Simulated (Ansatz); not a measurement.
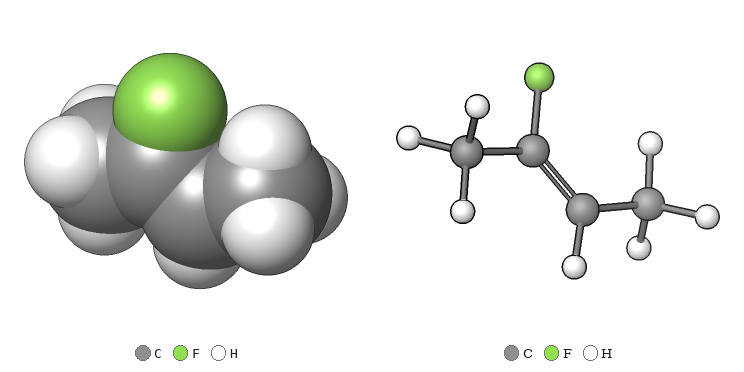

Two views of one molecule.

The geometry was computed by an optimisation with PBE0-D4/def2-TZVP.

Question: Give the formula.

Answer: C₄H₇F, 12 atoms: 4 carbon, 7 hydrogen and 1 fluorine.

Question: How many sets of symmetry-equivalent atoms are there?

Answer: 10: 1 C, 1 C, 1 C, 1 C, 1 F, 2 H, 1 H, 1 H, 1 H, 2 H.

Question: Which point group does it belong to?

Answer: Cs.

Question: What is its SMILES?

Answer: C/C=C(/C)F

Question: Does it have rings?

Answer: It has no ring.

More results for the same structure follow; atom numbers are the same in all pictures, views and colours differ.

## Electronic properties

Method: RKS HSE06 (plane-wave form)-D4/def2-TZVPP (Ansatz 0.2.0).

Predict the main results.

- HOMO energy (Kohn–Sham orbital): −6.46 eV
- LUMO energy (Kohn–Sham orbital): 0.47 eV
- HOMO–LUMO gap: 6.92 eV
- dispersion correction: −14.2 kJ/mol

## Thermal motion

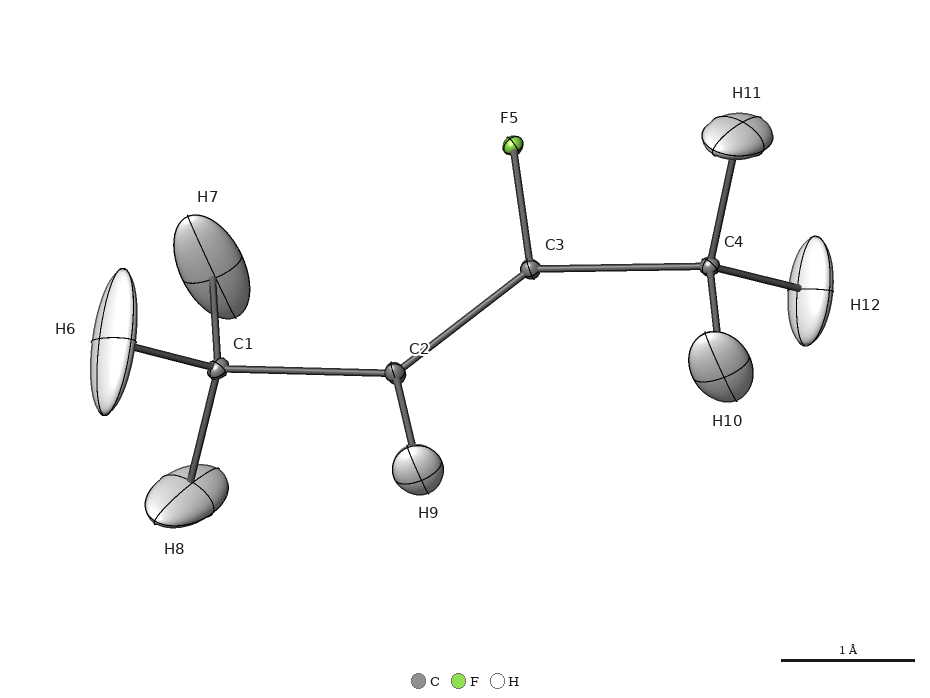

Displacement ellipsoids at the 50 % level, from the internal vibrations of the free molecule (harmonic, no overall translation or rotation; no half-axis is drawn under 0.075 Å). Vibrations computed with RKS PBE0-D4/def2-TZVP (Ansatz 0.2.0). Temperature: 298 K.

Question: Which atom moves most?

Answer: H7, with U_eq = 0.0557 Å².

Question: Does H7 move more along its bond or across it?

Answer: Across it: the root-mean-square amplitude is 0.086 Å along the bond and up to 0.369 Å across, since bending and torsion are softer than stretching.

List U_eq and the three principal root-mean-square amplitudes for each kind of atom.

```tsv
atom	U_eq (Å²)	rms amplitudes (Å)
C1	0.0024	0.035, 0.048, 0.060
C2	0.0024	0.033, 0.041, 0.066
C3	0.0019	0.031, 0.041, 0.056
C4	0.0018	0.038, 0.044, 0.046
F5	0.0017	0.033, 0.036, 0.052
H6, H8	0.0546	0.084, 0.155, 0.364
H7	0.0557	0.082, 0.155, 0.369
H9	0.0158	0.080, 0.123, 0.161
H10	0.0289	0.079, 0.147, 0.242
H11, H12	0.0337	0.081, 0.150, 0.268
```

## Vibrations

Harmonic vibrations computed with RKS PBE0-D4/def2-TZVP (Ansatz 0.2.0) at a stationary point of the same level.

Question: List the wavenumbers.

Answer: 30 modes: 137, 194, 242, 243, 395, 553, 580, 825, 829, 971, 1043, 1057, 1067, 1129, 1234, 1337, 1406, 1416, 1461, 1476, 1480, 1487, 1798, 3044, 3049, 3094, 3108, 3150, 3158, 3196 cm⁻¹.
